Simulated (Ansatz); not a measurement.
SnTe (rock salt)

```
SnTe
1.0
    0.00000     3.18510     3.18510
    3.18510     0.00000     3.18510
    3.18510     3.18510     0.00000
Te Sn
1 1
Direct
  0.00000   0.00000   0.00000
  0.50000   0.50000   0.50000
```

In each cell atom 2 (Sn, nearest neighbour Te at 3.185 Å; its periodic images, 4.5 Å or more away, move with it) moves by s·(-1.000, 0.000, 0.000) (towards the nearest neighbour), the rest being held.

All values below come from r2SCAN (plane waves to 500 eV, PAW, scalar-relativistic; Ansatz, a program for electronic structure). k mesh 7×7×7 (Γ-centred), Fermi-Dirac smearing 0.05 eV. The energy includes the smearing's −TS. SnTe was relaxed with its symmetry unable to fall. Spin-orbit coupling is left out, though Te is heavy. The zero of ΔE is the undisplaced structure.

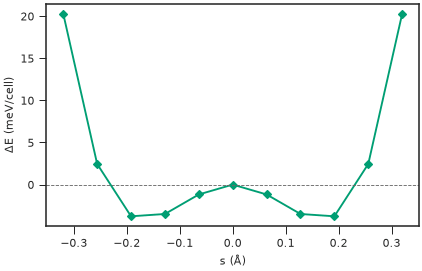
Figure: ΔE (meV/cell) against s (Å); one marker a computed point.

Question: Is this a single well or a double well?

Answer: A double well: the undisplaced structure is a maximum between two minima.

Question: By a smooth curve through the points, how far does the atom move to reach the deepest minimum?

Answer: About 0.17 Å from zero.

Question: By a smooth curve, how deep is the well, measured from the undisplaced structure?

Answer: About 4.1 meV/cell, cell held fixed.

Question: What is the energy change at s = 0.320 Å?

Answer: About 20 meV/cell.

(For displaced atoms, the force is minus the slope of the energy, and its curvature is a force constant, which sets phonon frequencies.)
